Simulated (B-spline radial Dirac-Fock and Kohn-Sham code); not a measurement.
Neutral Xe, configuration [Xe]. Computed with a radial B-spline solver: Dirac–Fock ΔSCF energies in intermediate coupling of the two holes, Coulomb rates, valence shells as spectators.

Before looking at the plot, say what to expect. Its caption: The Auger multiplet of an L3 hole with both final holes in M45, broadened by 0.40 eV full width. Kinetic energies count from the vacuum level; very weak lines are left out. Lines are named by their largest jj component, which in light atoms can differ from the customary names.

The strongest line is L3-M4M5 J=4 at 3.3658 keV (54 % of the multiplet), followed by L3-M5M5 J=4 at 3.3879 keV (19 %), L3-M5M5 J=2 at 3.3820 keV (9.5 %), L3-M4M5 J=3 at 3.3762 keV (7.6 %). The lines shown span 3.342 keV to 3.388 keV.

The result:

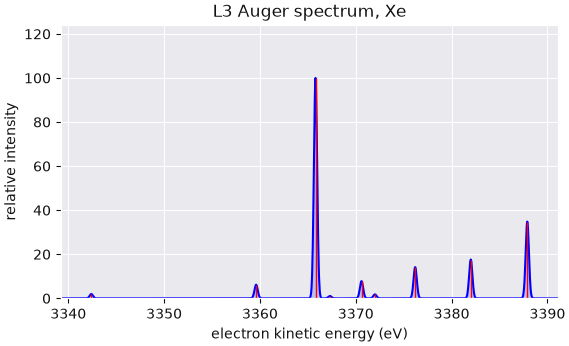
